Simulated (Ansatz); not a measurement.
# Predicting a hybrid from its neighbours: SiO

The species is SiO (2 atoms), meant as a singlet with charge 0. As SMILES, `O=[Si]`. Geometry: relaxed at PBE0-D4/def2-TZVP.

The electronic atomisation energy y, in eV, basis def2-TZVPPD; a is the functional's share of exact exchange. Programs: Ansatz 0.2.0.

| functional | program | a | y (eV) |
| --- | --- | --- | --- |
| r2SCAN | Ansatz | 0 | 8.13 |
| revPBE | Ansatz | 0 | 8.13 |
| B3LYP | Ansatz | 0.2 | 8.13 |
| PBE0 | Ansatz | 0.25 | 7.91 |
| r2SCAN0 | Ansatz | 0.25 | ? |
| BHLYP | Ansatz | 0.5 | 7.43 |

Q: Fit y = c + s·a to the known rows and predict r2SCAN0.

A: 
1. Means of the 5 rows: a = 0.1900, y = 7.946.
2. Σ(Δa)² = 0.172, Σ(Δa·Δy) = -0.2302, so the slope is -0.2302/0.172 = -1.3384.
3. Intercept: 7.946 − (-1.3384) × 0.1900 = 8.200. The largest residual of the fit is 0.20.
4. r2SCAN0: 8.200 + (-1.3384) × 0.25 = 7.87 eV.

The run gave 7.64 eV, so the prediction is off by +0.23 eV, about the scatter of the fit.

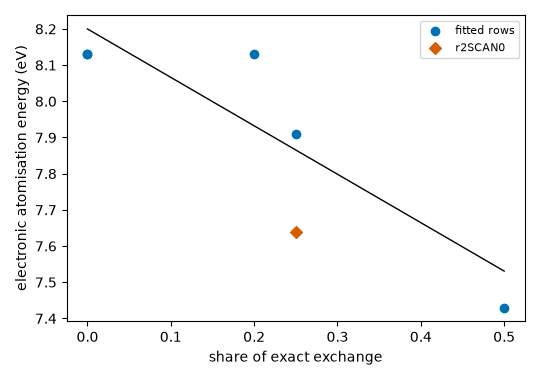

The fitted line, with the withheld row.
